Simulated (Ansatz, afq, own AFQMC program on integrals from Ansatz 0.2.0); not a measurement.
# SiGeH2 (singlet): quantum Monte Carlo beside coupled cluster at distance Si1–H3 = 2.428 Å, cc-pVDZ, part 2 of 2

Ansatz 0.2.0, Gaussian basis, and an in-house AFQMC program (afq) on its integrals; all values are calculated; cc-pVDZ, frozen cores.

**13. CCSD(T) on UHF**

File in.yaml:

```yaml
crystal:
  periodic: [false, false, false]
  atoms:
    - {symbol: Si, position_ang: [0.000000, 0.076921, 1.516057]}
    - {symbol: Ge, position_ang: [0.000000, -0.004098, -0.649049]}
    - {symbol: H, position_ang: [0.000000, -0.544199, 3.863267]}
    - {symbol: H, position_ang: [0.000000, -1.303787, 0.668463]}
basis:
  gaussian: {orbitals: cc-pVDZ}
magnetization: {spin_polarized: true, initial_magnetization: 0}
correlation: {method: ccsd_t, electrons: outside_noble_gas, hamiltonian_folder: ham}
```

Launch:

```console
> ansatz run in.yaml --threads 1 --pin off --events-out ev --progress --plain --max-ram 1382MiB
```

The log of the run, cut to the lines that bear on the results:

```text
Functional definition: HF
  name "HF"
  cite "Fock, Z. Phys. 61, 126 (1930) doi:10.1007/BF01340294"
  parent pbe
[...]
599 factors; integrals over basis functions are off by at most 1.3e-3 eV
[...]
mean field -64362.16394855 eV, -2365.2658988675 hartree, gradient 4.6e-6 eV, S^2 1.183950; 27 other end points of the search recorded, 0 dependent functions left out
determinant -64362.16394855 eV, -2365.2658988675 hartree, with singles and doubles -64367.58006931 eV, -2365.4649376345 hartree
determinant -64362.13433905 eV, -2365.2648107387 hartree, with singles and doubles -64367.57660589 eV, -2365.4648103559 hartree
determinant -64361.84865255 eV, -2365.2543119531 hartree, with singles and doubles -64366.85690834 eV, -2365.4383619588 hartree
determinant -64360.20012375 eV, -2365.1937296373 hartree, with singles and doubles -64365.15393883 eV, -2365.3757789837 hartree
[...]
determinant -64358.68765690 eV, -2365.1381475057 hartree, with singles and doubles -64363.67881620 eV, -2365.3215692268 hartree
determinant -64362.16394855 eV, -2365.2658988675 hartree, with singles and doubles -64367.66752163 eV, -2365.4681514479 hartree
determinant -64362.13433905 eV, -2365.2648107387 hartree, with singles and doubles -64367.66352975 eV, -2365.4680047488 hartree
19 core orbitals not correlated: weight in the atoms' cores, before any rotation towards them, 1.000 or more for the frozen orbitals, at most 0.001 for the correlated occupied ones
reference -64362.13433905 eV, -2365.2648107387 hartree; 5, 5 occupied and 31, 31 virtual orbitals, 599 factors
second order -4.18751547 eV of doubles, -0.00000000 eV of singles
cycle   1  -5.52918850 eV  change    2.2e-6 eV  update   3.9e-6
perturbative correction -0.38568357 eV, -0.0141736097 hartree
WARN: the results are in doubt because among natural orbitals full CI differs from the method by -0.103 eV
Total energy: -64368.04921112 eV, -2365.4821782779 hartree
In doubt: among natural orbitals full CI differs from the method by -0.103 eV
```

Run time: 24 s. Hardware: 1 thread of Arm Neoverse V1, shared host.

From the report: ⟨S²⟩ of the determinant 1.139 (pure singlet: 0.00); correlation -5.9149 eV; T1 0.096; largest double amplitude 0.16. The determinant is far from a pure spin state, so its energy mixes those of several spin states (harmless only where they are near-degenerate, as at dissociation). Mind the lines of doubt at the end of the log.

This run also writes the integrals to the folder ham.

**14. CCSDT(Q) on UHF**

in.yaml: that of step 13 with these lines changed.

```diff
@@ -10,2 +10,2 @@
 magnetization: {spin_polarized: true, initial_magnetization: 0}
-correlation: {method: ccsd_t, electrons: outside_noble_gas, hamiltonian_folder: ham}
+correlation: {method: ccsdt_q, electrons: outside_noble_gas}
```

The command is unchanged.

The log of the run, cut to the lines that bear on the results:

```text
Functional definition: HF
  name "HF"
  cite "Fock, Z. Phys. 61, 126 (1930) doi:10.1007/BF01340294"
  parent pbe
[...]
1079 factors; integrals over basis functions are off by at most 2.6e-7 eV
[...]
mean field -64362.16405548 eV, -2365.2659027973 hartree, gradient 2.3e-6 eV, S^2 1.183964; 27 other end points of the search recorded, 0 dependent functions left out
determinant -64362.16405548 eV, -2365.2659027973 hartree, with singles and doubles -64367.58016988 eV, -2365.4649413302 hartree
determinant -64362.13443246 eV, -2365.2648141713 hartree, with singles and doubles -64367.57670750 eV, -2365.4648140901 hartree
determinant -64361.84874825 eV, -2365.2543154703 hartree, with singles and doubles -64366.85700966 eV, -2365.4383656825 hartree
determinant -64360.20021988 eV, -2365.1937331700 hartree, with singles and doubles -64365.15412516 eV, -2365.3757858313 hartree
[...]
determinant -64358.68773944 eV, -2365.1381505389 hartree, with singles and doubles -64363.67891761 eV, -2365.3215729535 hartree
determinant -64362.16405548 eV, -2365.2659027973 hartree, with singles and doubles -64367.66761999 eV, -2365.4681550624 hartree
determinant -64362.13443246 eV, -2365.2648141713 hartree, with singles and doubles -64367.66363043 eV, -2365.4680084488 hartree
19 core orbitals not correlated: weight in the atoms' cores, before any rotation towards them, 1.000 or more for the frozen orbitals, at most 0.001 for the correlated occupied ones
reference -64362.13443246 eV, -2365.2648141713 hartree; 5, 5 occupied and 31, 31 virtual orbitals, 1079 factors
second order -4.18754292 eV of doubles, -0.00000000 eV of singles
cycle   1  -4.75197082 eV  change   -5.6e-1 eV  update   1.2e-1
[...]
cycle  28  -6.08362723 eV  change   -3.5e-7 eV  update   3.2e-7
perturbative correction -0.06438733 eV, -0.0023661907 hartree
Total energy: -64368.28244702 eV, -2365.4907495391 hartree
```

Wall time 49 s (1 thread of Arm Neoverse V1, shared host); peak memory 0.31 GiB.

From the report: ⟨S²⟩ of the determinant 1.139 (pure singlet: 0.00); correlation -6.1480 eV; T1 0.127; largest double amplitude 0.27. The determinant is far from a pure spin state, so its energy mixes those of several spin states (harmless only where they are near-degenerate, as at dissociation).

**15. Phaseless AFQMC, CISD trial on UHF**

It reads the integrals that the CCSD(T) run on this determinant wrote.

Launch:

```console
> afq ham --method phaseless --trial cisd --walkers 60 --populations 1 --least-time 40 --time-step 0.005 --steps-per-block 50 --equilibration-blocks 40 --max-blocks 300 --target-error 0.00076 --factor-cut 1e-05 --start spin_pure --seed 517 --release-times 0.24,0.51,0.99,1.62,2.4 --release-step 0.03 --release-every 4 --taylor-order 6
```

The log of the run:

```text
orbitals 36  electrons 5 5  factors 278 of 599
reference energy -2365.26481074 Eh
CCSD correlation -0.20319320 Eh in 20 cycles, weight of the determinant in the CISD state 0.6619
energy of the start -2365.411314 Eh
 block  time / (1/Eh)  mean weight  energy / Eh
     1     0.250  1.0014  -2365.429419
     2     0.500  0.9992  -2365.440368
     3     0.750  1.0027  -2365.453071
     4     1.000  1.0006  -2365.464998
     5     1.250  1.0003  -2365.473965
     6     1.500  1.0006  -2365.476186
     7     1.750  0.9999  -2365.473764
     8     2.000  1.0014  -2365.472837
     9     2.250  1.0005  -2365.472561
    10     2.500  0.9995  -2365.477313
    17     4.250  1.0011  -2365.480223
    25     6.250  0.9998  -2365.493557
    33     8.250  1.0011  -2365.487371
    41    10.250  1.0003  -2365.494498
    49    12.250  1.0004  -2365.483251
    57    14.250  0.9989  -2365.484863
    65    16.250  1.0011  -2365.479645
    73    18.250  1.0009  -2365.491219
    81    20.250  0.9983  -2365.486053
    89    22.250  1.0003  -2365.479413
    97    24.250  0.9986  -2365.480708
   105    26.250  1.0001  -2365.505373
   113    28.250  0.9997  -2365.490747
   121    30.250  0.9997  -2365.483499
   129    32.250  1.0001  -2365.482485
   137    34.250  1.0008  -2365.488017
   145    36.250  0.9993  -2365.491189
   153    38.250  1.0006  -2365.471487
   161    40.250  0.9991  -2365.483094
   169    42.250  1.0000  -2365.499714
   177    44.250  1.0006  -2365.479975
   185    46.250  0.9991  -2365.476869
   193    48.250  0.9993  -2365.491981
   201    50.250  0.9983  -2365.480265
   209    52.250  0.9999  -2365.474907
   217    54.250  0.9982  -2365.503643
   225    56.250  0.9997  -2365.523605
   233    58.250  0.9988  -2365.488553
   241    60.250  1.0021  -2365.496565
   249    62.250  0.9983  -2365.489479
   257    64.250  1.0003  -2365.488930
   265    66.250  0.9997  -2365.487317
   273    68.250  1.0006  -2365.482872
   281    70.250  0.9990  -2365.481384
   289    72.250  0.9996  -2365.482351
   297    74.250  0.9996  -2365.491931
   305    76.250  1.0009  -2365.493485
   313    78.250  1.0003  -2365.505152
   321    80.250  1.0000  -2365.477421
   329    82.250  0.9977  -2365.499194
   337    84.250  0.9998  -2365.486850
blocks merged  error / Eh  count
     1  0.000581  300
     2  0.000768  150
     4  0.000976  75
     8  0.001268  37
    16  0.001479  18
    32  0.001587  9
released: time / (1/Eh)  energy / Eh  error  mean overlap
  0.24  -2365.488811  0.001225  1.0007
  0.51  -2365.489073  0.001179  1.0024
  0.99  -2365.490688  0.001151  0.9917
  1.62  -2365.491720  0.001239  0.9696
  2.40  -2365.492936  0.001300  0.9518
energy -2365.488333 +/- 0.001479 Eh
```

Wall time 6.7 min (1 thread of Arm Neoverse V1, shared host).

Energy -64368.2167 ± 0.0402 eV. Caveats: constraint bias not in the error; error above the target; large difference.

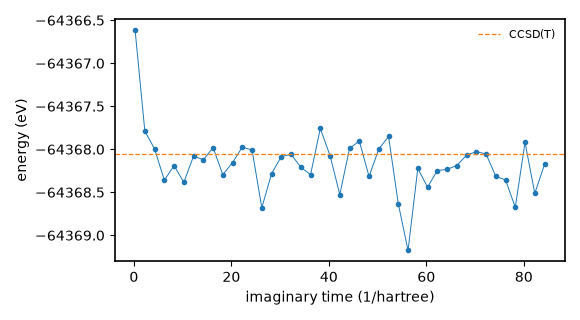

Block energies along the walk.

**16. Phaseless AFQMC, single-determinant trial on UHF**

It reads the integrals that the CCSD(T) run on this determinant wrote.

Launch:

```console
> afq ham --method phaseless --trial hf --walkers 120 --populations 1 --least-time 40 --time-step 0.005 --steps-per-block 20 --equilibration-blocks 160 --max-blocks 600 --target-error 0.00228 --factor-cut 1e-05 --start spin_pure --seed 3249 --taylor-order 6
```

The log of the run:

```text
orbitals 36  electrons 5 5  factors 278 of 599
reference energy -2365.26481074 Eh
CCSD correlation -0.20319320 Eh in 20 cycles, weight of the determinant in the CISD state 0.6619
energy of the start -2365.283578 Eh
 block  time / (1/Eh)  mean weight  energy / Eh
     1     0.100  1.0015  -2365.311388
     2     0.200  1.0003  -2365.334140
     3     0.300  1.0012  -2365.356832
     4     0.400  1.0001  -2365.368362
     5     0.500  1.0020  -2365.386707
     6     0.600  1.0007  -2365.393176
     7     0.700  1.0006  -2365.401882
     8     0.800  1.0004  -2365.406910
     9     0.900  1.0000  -2365.414550
    10     1.000  1.0008  -2365.415372
    15     1.500  1.0005  -2365.450340
    29     2.900  1.0000  -2365.483624
    43     4.300  0.9992  -2365.507313
    57     5.700  1.0003  -2365.503636
    71     7.100  1.0001  -2365.480646
    85     8.500  0.9995  -2365.472742
    99     9.900  1.0006  -2365.491776
   113    11.300  0.9998  -2365.482839
   127    12.700  1.0008  -2365.474090
   141    14.100  1.0000  -2365.469241
   155    15.500  1.0017  -2365.499715
   169    16.900  0.9997  -2365.478393
   183    18.300  1.0003  -2365.485231
   197    19.700  1.0012  -2365.474056
   211    21.100  1.0011  -2365.492329
   225    22.500  1.0006  -2365.472730
   239    23.900  0.9996  -2365.489558
   253    25.300  0.9994  -2365.475117
   267    26.700  0.9987  -2365.479335
   281    28.100  0.9988  -2365.463539
   295    29.500  0.9999  -2365.474518
   309    30.900  0.9998  -2365.481771
   323    32.300  1.0000  -2365.489995
   337    33.700  0.9995  -2365.467573
   351    35.100  1.0009  -2365.469518
   365    36.500  1.0002  -2365.491046
   379    37.900  0.9998  -2365.488539
   393    39.300  0.9996  -2365.480858
   407    40.700  1.0002  -2365.482830
   421    42.100  0.9991  -2365.484890
   435    43.500  0.9991  -2365.505624
   449    44.900  1.0019  -2365.500509
   463    46.300  0.9999  -2365.507485
   477    47.700  1.0002  -2365.492378
   491    49.100  1.0002  -2365.471170
   505    50.500  1.0010  -2365.500291
   519    51.900  0.9984  -2365.477135
   533    53.300  0.9991  -2365.484703
   547    54.700  0.9990  -2365.473498
blocks merged  error / Eh  count
     1  0.000666  400
     2  0.000900  200
     4  0.001222  100
     8  0.001577  50
    16  0.001935  25
    32  0.002002  12
energy -2365.484666 +/- 0.001935 Eh
```

It took 3.2 min on 1 thread of Arm Neoverse V1, shared host.

Energy -64368.1169 ± 0.0527 eV. Caveats: constraint bias not in the error; large difference.

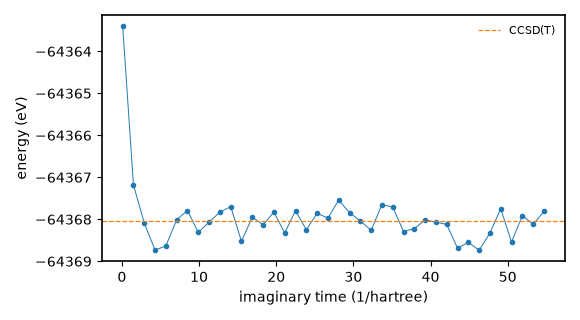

Block energies along the walk.

**17. AFQMC on the ladder**

On the RHF determinant, counted from CCSDT(Q) (a yardstick, not exact):

| level | energy (eV) | from CCSDT(Q) (meV) | statistical error (meV) | time |
| --- | --- | --- | --- | --- |
| HF | -64361.2589 | +7025.2 |  |  |
| MP2 | -64366.6899 | +1594.2 |  |  |
| CCSD | -64367.7533 | +530.8 |  |  |
| CCSD(T) | -64368.1952 | +88.9 |  |  |
| CCSDT(Q) | -64368.2841 | 0.0 |  |  |
| Phaseless AFQMC, CISD trial, step 0.005, 60 walkers | -64368.1966 | +87.6 | 26.3 | 3.1 min |
| Phaseless AFQMC, single-determinant trial, step 0.005, 120 walkers | -64367.8399 | +444.2 | 75.6 | 2.4 min |

On the UHF determinant, counted from CCSDT(Q) (a yardstick, not exact):

| level | energy (eV) | from CCSDT(Q) (meV) | statistical error (meV) | time |
| --- | --- | --- | --- | --- |
| HF | -64362.1343 | +6148.1 |  |  |
| MP2 | -64366.3219 | +1960.6 |  |  |
| CCSD | -64367.6635 | +618.9 |  |  |
| CCSD(T) | -64368.0492 | +233.2 |  |  |
| CCSDT(Q) | -64368.2824 | 0.0 |  |  |
| Phaseless AFQMC, CISD trial, step 0.005, 60 walkers | -64368.2167 | +65.8 | 40.2 | 6.7 min |
| Phaseless AFQMC, single-determinant trial, step 0.005, 120 walkers | -64368.1169 | +165.6 | 52.7 | 3.2 min |

The functionals' totals stand on their own zeros and serve differences with other points: PBE -64410.815 eV; r2SCAN -64422.100 eV; PBE0 -64412.605 eV; B3LYP -64425.004 eV; wB97M-V -64419.035 eV; B2PLYP -64408.104 eV.

**18. Results**

This closing draws on all 2 parts.

| quantity | value |
| --- | --- |
| CCSD(T) on RHF from CCSDT(Q) | +88.9 meV |
| Phaseless AFQMC, CISD trial on RHF from CCSDT(Q) | +87.6 ± 26.3 meV |
| Phaseless AFQMC, single-determinant trial on RHF from CCSDT(Q) | +444.2 ± 75.6 meV |
| CCSD(T) on UHF from CCSDT(Q) | +233.2 meV |
| Phaseless AFQMC, CISD trial on UHF from CCSDT(Q) | +65.8 ± 40.2 meV |
| Phaseless AFQMC, single-determinant trial on UHF from CCSDT(Q) | +165.6 ± 52.7 meV |

**Reading.** On RHF the phaseless walk with the CISD trial lies +87.6 meV from CCSDT(Q), 3 times its error bar. A single-determinant trial moves the result by +356.7 meV. On UHF the phaseless walk with the CISD trial lies +65.8 meV from CCSDT(Q), within three error bars. Error bars are statistical and leave out the constraint, the time step and what remains of the start.
